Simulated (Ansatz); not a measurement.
Molecular dynamics of TaHOF₄ (part 1 of 4)

The run: molecular dynamics of TaHOF₄. Method and program: RKS BLYP/def2-SVP (Ansatz 0.2.0).

It belongs to a series of runs on one base structure; here: dynamics from the last frame of an earlier run. Figures and captions count atoms from 1; the log counts them from 0 in places.

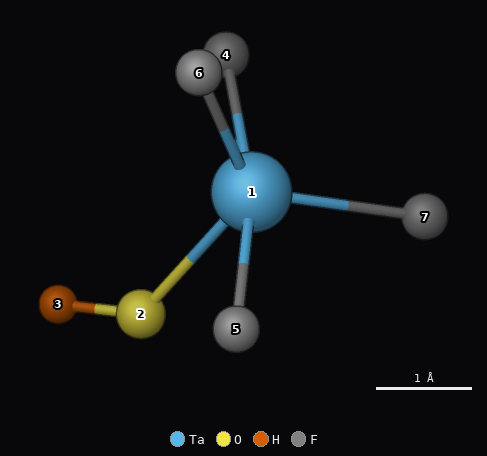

**Figure 1.** The input geometry (ball-and-stick view, seen at a tilt; atoms are numbered from 1 in the order of the input). Sticks mark near contacts. Bond lengths as drawn: F–Ta 1.88 to 1.96 Å, H–O 0.98 Å and O–Ta 1.99 Å.

Results in brief

- outcome: finished
- mean temperature over the second half: 309 K
- trajectory: 150 steps, 75 fs
- ensemble: nvt_nose_hoover
- temperature in the input: 400.0 K
- time step: 0.5 fs
- potential energy (last step): −14480.0612 eV
- mean-field energy (last step): −14480.0612 eV
- largest force (length of the vector) (last step): 2.256 eV/Å
- hardware: 2 threads of Arm Neoverse V2, 24 GiB of memory available, shared host
- wall time: 4.7 min (CPU time 9.2 min)
- peak memory: 0.14 GiB

Notes

So short a trajectory is not equilibrated.

Input file
```yaml
crystal:
  periodic: [false, false, false]
  atoms:
    - { symbol: Ta, position_ang: [-0.040488, -0.05359, 0.000426] }
    - { symbol: O, position_ang: [1.904903, -0.440677, -0.159847] }
    - { symbol: H, position_ang: [2.685687, -0.072119, 0.294841] }
    - { symbol: F, position_ang: [-0.061018, 0.076428, 1.874701] }
    - { symbol: F, position_ang: [0.232487, 0.191829, -1.927722] }
    - { symbol: F, position_ang: [-0.855364, 1.677105, 0.086672] }
    - { symbol: F, position_ang: [-0.96301, -1.782748, 0.072215] }
basis:
  gaussian: { orbitals: def2-SVP }
hamiltonian:
  xc: blyp
md:
  timestep: 0.5
  n_steps: 150
  ensemble: nvt_nose_hoover
  temperature: 400.0
  initial_velocities: maxwell_boltzmann
  seed: 211743
  nose_hoover: { tau: 20.0, chain_length: 5 }
```

Command:
```bash
ansatz run input.yaml --threads 2 --pin off --max-ram 3072MiB --backend cpu --events-out ev --progress --plain --runs-dir out
```

Log
```
Engine: ansatz 0.2.0, aarch64-unknown-linux-gnu
Functional definition: BLYP
  parameter beta = 0.0042
  parameter a = 0.04918
  parameter b = 0.132
  parameter c = 0.2533
  parameter d = 0.349
  exchange = b88_x(beta = beta)
  correlation = lyp_c(a = a, b = b, c = c, d = d)
1097 factors; their error is unknown
mean field evaluation 1: about -14463.6088 eV, gradient 9.6e1 eV
mean field evaluation 2: about -14170.3480 eV, gradient 3.5e2 eV
mean field evaluation 4: about -14475.5003 eV, gradient 5.0e1 eV
mean field evaluation 8: about -14479.8232 eV, gradient 4.5e-1 eV
mean field evaluation 16: about -14479.7611 eV, gradient 1.6e-3 eV
mean field -14479.76110998 eV, -532.1214060570 hartree, gradient 3.0e-5 eV, S^2 0.000000; 0 other end points of the search recorded, 0 dependent functions left out
the calculation of the forces begins
reference -14479.76150723 eV, -532.1214206557 hartree; 29, 29 occupied and 78, 78 virtual orbitals, 1097 factors
md step     0: t =     0.00 fs  T =   400.0 K  F+E_penalty+E_count = -14479.76110998 eV  E_kin = 0.258520 eV  conserved = -14479.50258998 eV  (31 SCF iters)
these checks for a lower state are left out or cut short: starts, cluster_reference, orbital_swaps, neighbouring_geometries, increment
1097 factors; their error is unknown
mean field -14479.78228883 eV, -532.1221843655 hartree, gradient 1.9e-5 eV, S^2 0.000000; 0 other end points of the search recorded, 0 dependent functions left out
the calculation of the forces begins
reference -14479.78268608 eV, -532.1221989642 hartree; 29, 29 occupied and 78, 78 virtual orbitals, 1097 factors
md step     1: t =     0.50 fs  T =   432.9 K  F+E_penalty+E_count = -14479.78228883 eV  E_kin = 0.279779 eV  conserved = -14479.50250578 eV  (31 SCF iters)
[... from here on the SCF iterations and repeated set-up lines of each step are left out, up to the last step ...]
md step     2: t =     1.00 fs  T =   458.3 K  F+E_penalty+E_count = -14479.79851448 eV  E_kin = 0.296189 eV  conserved = -14479.50228949 eV  (31 SCF iters)
md step     3: t =     1.50 fs  T =   481.0 K  F+E_penalty+E_count = -14479.81303496 eV  E_kin = 0.310856 eV  conserved = -14479.50205331 eV  (31 SCF iters)
md step     4: t =     2.00 fs  T =   506.5 K  F+E_penalty+E_count = -14479.82950993 eV  E_kin = 0.327320 eV  conserved = -14479.50188759 eV  (32 SCF iters)
md step     5: t =     2.50 fs  T =   538.6 K  F+E_penalty+E_count = -14479.85055003 eV  E_kin = 0.348102 eV  conserved = -14479.50184552 eV  (32 SCF iters)
md step     6: t =     3.00 fs  T =   578.4 K  F+E_penalty+E_count = -14479.87682792 eV  E_kin = 0.373801 eV  conserved = -14479.50194411 eV  (31 SCF iters)
md step     7: t =     3.50 fs  T =   623.3 K  F+E_penalty+E_count = -14479.90679430 eV  E_kin = 0.402810 eV  conserved = -14479.50216528 eV  (30 SCF iters)
md step     8: t =     4.00 fs  T =   667.9 K  F+E_penalty+E_count = -14479.93699644 eV  E_kin = 0.431638 eV  conserved = -14479.50245181 eV  (31 SCF iters)
md step     9: t =     4.50 fs  T =   705.4 K  F+E_penalty+E_count = -14479.96304194 eV  E_kin = 0.455896 eV  conserved = -14479.50270636 eV  (31 SCF iters)
md step    10: t =     5.00 fs  T =   730.1 K  F+E_penalty+E_count = -14479.98117746 eV  E_kin = 0.471875 eV  conserved = -14479.50280980 eV  (30 SCF iters)
md step    11: t =     5.50 fs  T =   740.1 K  F+E_penalty+E_count = -14479.99011595 eV  E_kin = 0.478339 eV  conserved = -14479.50268054 eV  (31 SCF iters)
md step    12: t =     6.00 fs  T =   738.9 K  F+E_penalty+E_count = -14479.99217529 eV  E_kin = 0.477579 eV  conserved = -14479.50235637 eV  (30 SCF iters)
md step    13: t =     6.50 fs  T =   734.4 K  F+E_penalty+E_count = -14479.99254475 eV  E_kin = 0.474622 eV  conserved = -14479.50202386 eV  (31 SCF iters)
md step    14: t =     7.00 fs  T =   734.0 K  F+E_penalty+E_count = -14479.99638369 eV  E_kin = 0.474396 eV  conserved = -14479.50191356 eV  (30 SCF iters)
md step    15: t =     7.50 fs  T =   740.3 K  F+E_penalty+E_count = -14480.00539916 eV  E_kin = 0.478485 eV  conserved = -14479.50211243 eV  (31 SCF iters)
md step    16: t =     8.00 fs  T =   748.9 K  F+E_penalty+E_count = -14480.01661007 eV  E_kin = 0.483994 eV  conserved = -14479.50248442 eV  (31 SCF iters)
md step    17: t =     8.50 fs  T =   751.2 K  F+E_penalty+E_count = -14480.02439201 eV  E_kin = 0.485522 eV  conserved = -14479.50279259 eV  (30 SCF iters)
md step    18: t =     9.00 fs  T =   740.5 K  F+E_penalty+E_count = -14480.02404564 eV  E_kin = 0.478594 eV  conserved = -14479.50288109 eV  (30 SCF iters)
md step    19: t =     9.50 fs  T =   714.9 K  F+E_penalty+E_count = -14480.01422168 eV  E_kin = 0.462016 eV  conserved = -14479.50274560 eV  (30 SCF iters)
md step    20: t =    10.00 fs  T =   677.8 K  F+E_penalty+E_count = -14479.99706921 eV  E_kin = 0.438033 eV  conserved = -14479.50248342 eV  (30 SCF iters)
md step    21: t =    10.50 fs  T =   635.7 K  F+E_penalty+E_count = -14479.97676720 eV  E_kin = 0.410885 eV  conserved = -14479.50221316 eV  (30 SCF iters)
md step    22: t =    11.00 fs  T =   595.6 K  F+E_penalty+E_count = -14479.95764856 eV  E_kin = 0.384931 eV  conserved = -14479.50202643 eV  (30 SCF iters)
md step    23: t =    11.50 fs  T =   561.9 K  F+E_penalty+E_count = -14479.94271966 eV  E_kin = 0.363172 eV  conserved = -14479.50197281 eV  (30 SCF iters)
md step    24: t =    12.00 fs  T =   536.1 K  F+E_penalty+E_count = -14479.93285627 eV  E_kin = 0.346460 eV  conserved = -14479.50206173 eV  (30 SCF iters)
md step    25: t =    12.50 fs  T =   515.9 K  F+E_penalty+E_count = -14479.92668999 eV  E_kin = 0.333426 eV  conserved = -14479.50226235 eV  (30 SCF iters)
md step    26: t =    13.00 fs  T =   496.8 K  F+E_penalty+E_count = -14479.92117452 eV  E_kin = 0.321097 eV  conserved = -14479.50250064 eV  (30 SCF iters)
md step    27: t =    13.50 fs  T =   473.7 K  F+E_penalty+E_count = -14479.91282362 eV  E_kin = 0.306151 eV  conserved = -14479.50266700 eV  (30 SCF iters)
md step    28: t =    14.00 fs  T =   443.5 K  F+E_penalty+E_count = -14479.89943817 eV  E_kin = 0.286612 eV  conserved = -14479.50265145 eV  (30 SCF iters)
md step    29: t =    14.50 fs  T =   407.5 K  F+E_penalty+E_count = -14479.88171013 eV  E_kin = 0.263340 eV  conserved = -14479.50241537 eV  (30 SCF iters)
md step    30: t =    15.00 fs  T =   371.8 K  F+E_penalty+E_count = -14479.86362797 eV  E_kin = 0.240303 eV  conserved = -14479.50205764 eV  (29 SCF iters)
md step    31: t =    15.50 fs  T =   344.9 K  F+E_penalty+E_count = -14479.85081643 eV  E_kin = 0.222886 eV  conserved = -14479.50178999 eV  (30 SCF iters)
md step    32: t =    16.00 fs  T =   332.4 K  F+E_penalty+E_count = -14479.84733150 eV  E_kin = 0.214831 eV  conserved = -14479.50178922 eV  (30 SCF iters)
md step    33: t =    16.50 fs  T =   334.1 K  F+E_penalty+E_count = -14479.85311173 eV  E_kin = 0.215902 eV  conserved = -14479.50204692 eV  (30 SCF iters)
md step    34: t =    17.00 fs  T =   343.8 K  F+E_penalty+E_count = -14479.86418798 eV  E_kin = 0.222169 eV  conserved = -14479.50238040 eV  (30 SCF iters)
md step    35: t =    17.50 fs  T =   353.8 K  F+E_penalty+E_count = -14479.87543829 eV  E_kin = 0.228655 eV  conserved = -14479.50258990 eV  (30 SCF iters)
md step    36: t =    18.00 fs  T =   359.3 K  F+E_penalty+E_count = -14479.88361080 eV  E_kin = 0.232219 eV  conserved = -14479.50259229 eV  (30 SCF iters)
md step    37: t =    18.50 fs  T =   360.2 K  F+E_penalty+E_count = -14479.88863307 eV  E_kin = 0.232805 eV  conserved = -14479.50243204 eV  (30 SCF iters)
md step    38: t =    19.00 fs  T =   360.2 K  F+E_penalty+E_count = -14479.89297482 eV  E_kin = 0.232816 eV  conserved = -14479.50221430 eV  (30 SCF iters)
md step    39: t =    19.50 fs  T =   364.4 K  F+E_penalty+E_count = -14479.90002635 eV  E_kin = 0.235526 eV  conserved = -14479.50203997 eV  (30 SCF iters)
md step    40: t =    20.00 fs  T =   376.8 K  F+E_penalty+E_count = -14479.91250036 eV  E_kin = 0.243505 eV  conserved = -14479.50197497 eV  (30 SCF iters)
md step    41: t =    20.50 fs  T =   398.6 K  F+E_penalty+E_count = -14479.93138170 eV  E_kin = 0.257606 eV  conserved = -14479.50204337 eV  (31 SCF iters)
md step    42: t =    21.00 fs  T =   428.0 K  F+E_penalty+E_count = -14479.95555748 eV  E_kin = 0.276619 eV  conserved = -14479.50222991 eV  (30 SCF iters)
md step    43: t =    21.50 fs  T =   460.5 K  F+E_penalty+E_count = -14479.98210680 eV  E_kin = 0.297600 eV  conserved = -14479.50248029 eV  (30 SCF iters)
md step    44: t =    22.00 fs  T =   490.2 K  F+E_penalty+E_count = -14480.00721351 eV  E_kin = 0.316797 eV  conserved = -14479.50270670 eV  (30 SCF iters)
md step    45: t =    22.50 fs  T =   512.2 K  F+E_penalty+E_count = -14480.02757610 eV  E_kin = 0.331051 eV  conserved = -14479.50280915 eV  (30 SCF iters)
md step    46: t =    23.00 fs  T =   524.9 K  F+E_penalty+E_count = -14480.04192308 eV  E_kin = 0.339238 eV  conserved = -14479.50272492 eV  (30 SCF iters)
md step    47: t =    23.50 fs  T =   530.7 K  F+E_penalty+E_count = -14480.05186107 eV  E_kin = 0.343021 eV  conserved = -14479.50248807 eV  (30 SCF iters)
md step    48: t =    24.00 fs  T =   535.6 K  F+E_penalty+E_count = -14480.06121683 eV  E_kin = 0.346132 eV  conserved = -14479.50224266 eV  (30 SCF iters)
md step    49: t =    24.50 fs  T =   544.9 K  F+E_penalty+E_count = -14480.07379387 eV  E_kin = 0.352183 eV  conserved = -14479.50215998 eV  (29 SCF iters)
md step    50: t =    25.00 fs  T =   560.6 K  F+E_penalty+E_count = -14480.09083779 eV  E_kin = 0.362288 eV  conserved = -14479.50230530 eV  (30 SCF iters)
md step    51: t =    25.50 fs  T =   579.1 K  F+E_penalty+E_count = -14480.11012852 eV  E_kin = 0.374258 eV  conserved = -14479.50258410 eV  (30 SCF iters)
md step    52: t =    26.00 fs  T =   594.2 K  F+E_penalty+E_count = -14480.12742758 eV  E_kin = 0.384019 eV  conserved = -14479.50282573 eV  (31 SCF iters)
md step    53: t =    26.50 fs  T =   600.5 K  F+E_penalty+E_count = -14480.13905522 eV  E_kin = 0.388081 eV  conserved = -14479.50291106 eV  (30 SCF iters)
md step    54: t =    27.00 fs  T =   596.2 K  F+E_penalty+E_count = -14480.14372017 eV  E_kin = 0.385293 eV  conserved = -14479.50282948 eV  (29 SCF iters)
md step    55: t =    27.50 fs  T =   583.4 K  F+E_penalty+E_count = -14480.14272180 eV  E_kin = 0.377027 eV  conserved = -14479.50264923 eV  (30 SCF iters)
md step    56: t =    28.00 fs  T =   566.5 K  F+E_penalty+E_count = -14480.13891591 eV  E_kin = 0.366160 eV  conserved = -14479.50246021 eV  (31 SCF iters)
md step    57: t =    28.50 fs  T =   550.3 K  F+E_penalty+E_count = -14480.13530476 eV  E_kin = 0.355675 eV  conserved = -14479.50233380 eV  (30 SCF iters)
md step    58: t =    29.00 fs  T =   537.7 K  F+E_penalty+E_count = -14480.13389431 eV  E_kin = 0.347544 eV  conserved = -14479.50230894 eV  (31 SCF iters)
md step    59: t =    29.50 fs  T =   529.4 K  F+E_penalty+E_count = -14480.13508001 eV  E_kin = 0.342131 eV  conserved = -14479.50238992 eV  (31 SCF iters)
md step    60: t =    30.00 fs  T =   523.3 K  F+E_penalty+E_count = -14480.13760360 eV  E_kin = 0.338184 eV  conserved = -14479.50254831 eV  (30 SCF iters)
md step    61: t =    30.50 fs  T =   515.8 K  F+E_penalty+E_count = -14480.13904702 eV  E_kin = 0.333354 eV  conserved = -14479.50272507 eV  (31 SCF iters)
md step    62: t =    31.00 fs  T =   503.1 K  F+E_penalty+E_count = -14480.13679432 eV  E_kin = 0.325154 eV  conserved = -14479.50284193 eV  (31 SCF iters)
md step    63: t =    31.50 fs  T =   483.0 K  F+E_penalty+E_count = -14480.12925213 eV  E_kin = 0.312145 eV  conserved = -14479.50282932 eV  (31 SCF iters)
md step    64: t =    32.00 fs  T =   456.3 K  F+E_penalty+E_count = -14480.11686642 eV  E_kin = 0.294877 eV  conserved = -14479.50267062 eV  (31 SCF iters)
md step    65: t =    32.50 fs  T =   427.0 K  F+E_penalty+E_count = -14480.10227612 eV  E_kin = 0.275976 eV  conserved = -14479.50243541 eV  (31 SCF iters)
md step    66: t =    33.00 fs  T =   400.7 K  F+E_penalty+E_count = -14480.08917423 eV  E_kin = 0.258996 eV  conserved = -14479.50225722 eV  (31 SCF iters)
md step    67: t =    33.50 fs  T =   381.4 K  F+E_penalty+E_count = -14480.08028640 eV  E_kin = 0.246498 eV  conserved = -14479.50224586 eV  (32 SCF iters)
md step    68: t =    34.00 fs  T =   369.1 K  F+E_penalty+E_count = -14480.07576911 eV  E_kin = 0.238561 eV  conserved = -14479.50240206 eV  (32 SCF iters)
md step    69: t =    34.50 fs  T =   360.3 K  F+E_penalty+E_count = -14480.07323760 eV  E_kin = 0.232849 eV  conserved = -14479.50261862 eV  (31 SCF iters)
md step    70: t =    35.00 fs  T =   349.9 K  F+E_penalty+E_count = -14480.06938043 eV  E_kin = 0.226161 eV  conserved = -14479.50276609 eV  (31 SCF iters)
md step    71: t =    35.50 fs  T =   334.7 K  F+E_penalty+E_count = -14480.06191692 eV  E_kin = 0.216292 eV  conserved = -14479.50277707 eV  (31 SCF iters)
md step    72: t =    36.00 fs  T =   314.2 K  F+E_penalty+E_count = -14480.05065102 eV  E_kin = 0.203050 eV  conserved = -14479.50266623 eV  (31 SCF iters)
md step    73: t =    36.50 fs  T =   291.0 K  F+E_penalty+E_count = -14480.03728415 eV  E_kin = 0.188079 eV  conserved = -14479.50249766 eV  (30 SCF iters)
md step    74: t =    37.00 fs  T =   269.1 K  F+E_penalty+E_count = -14480.02444112 eV  E_kin = 0.173913 eV  conserved = -14479.50234293 eV  (30 SCF iters)
md step    75: t =    37.50 fs  T =   252.0 K  F+E_penalty+E_count = -14480.01454698 eV  E_kin = 0.162886 eV  conserved = -14479.50225522 eV  (31 SCF iters)
md step    76: t =    38.00 fs  T =   241.8 K  F+E_penalty+E_count = -14480.00897780 eV  E_kin = 0.156300 eV  conserved = -14479.50225964 eV  (31 SCF iters)
md step    77: t =    38.50 fs  T =   238.3 K  F+E_penalty+E_count = -14480.00765538 eV  E_kin = 0.154037 eV  conserved = -14479.50235229 eV  (31 SCF iters)
md step    78: t =    39.00 fs  T =   239.3 K  F+E_penalty+E_count = -14480.00911515 eV  E_kin = 0.154632 eV  conserved = -14479.50250157 eV  (31 SCF iters)
md step    79: t =    39.50 fs  T =   241.1 K  F+E_penalty+E_count = -14480.01102779 eV  E_kin = 0.155795 eV  conserved = -14479.50265074 eV  (31 SCF iters)
md step    80: t =    40.00 fs  T =   240.3 K  F+E_penalty+E_count = -14480.01110314 eV  E_kin = 0.155300 eV  conserved = -14479.50273147 eV  (31 SCF iters)
md step    81: t =    40.50 fs  T =   235.2 K  F+E_penalty+E_count = -14480.00814987 eV  E_kin = 0.152005 eV  conserved = -14479.50269170 eV  (31 SCF iters)
md step    82: t =    41.00 fs  T =   226.8 K  F+E_penalty+E_count = -14480.00284209 eV  E_kin = 0.146580 eV  conserved = -14479.50253391 eV  (31 SCF iters)
md step    83: t =    41.50 fs  T =   218.8 K  F+E_penalty+E_count = -14479.99763022 eV  E_kin = 0.141393 eV  conserved = -14479.50233503 eV  (31 SCF iters)
md step    84: t =    42.00 fs  T =   215.6 K  F+E_penalty+E_count = -14479.99554424 eV  E_kin = 0.139345 eV  conserved = -14479.50221371 eV  (31 SCF iters)
md step    85: t =    42.50 fs  T =   220.0 K  F+E_penalty+E_count = -14479.99841555 eV  E_kin = 0.142180 eV  conserved = -14479.50224997 eV  (31 SCF iters)
md step    86: t =    43.00 fs  T =   231.1 K  F+E_penalty+E_count = -14480.00569673 eV  E_kin = 0.149368 eV  conserved = -14479.50242253 eV  (30 SCF iters)
md step    87: t =    43.50 fs  T =   245.1 K  F+E_penalty+E_count = -14480.01477658 eV  E_kin = 0.158403 eV  conserved = -14479.50262611 eV  (31 SCF iters)
md step    88: t =    44.00 fs  T =   257.3 K  F+E_penalty+E_count = -14480.02254368 eV  E_kin = 0.166282 eV  conserved = -14479.50275063 eV  (31 SCF iters)
md step    89: t =    44.50 fs  T =   264.7 K  F+E_penalty+E_count = -14480.02705475 eV  E_kin = 0.171105 eV  conserved = -14479.50274770 eV  (31 SCF iters)
md step    90: t =    45.00 fs  T =   267.4 K  F+E_penalty+E_count = -14480.02831313 eV  E_kin = 0.172845 eV  conserved = -14479.50263964 eV  (31 SCF iters)
```
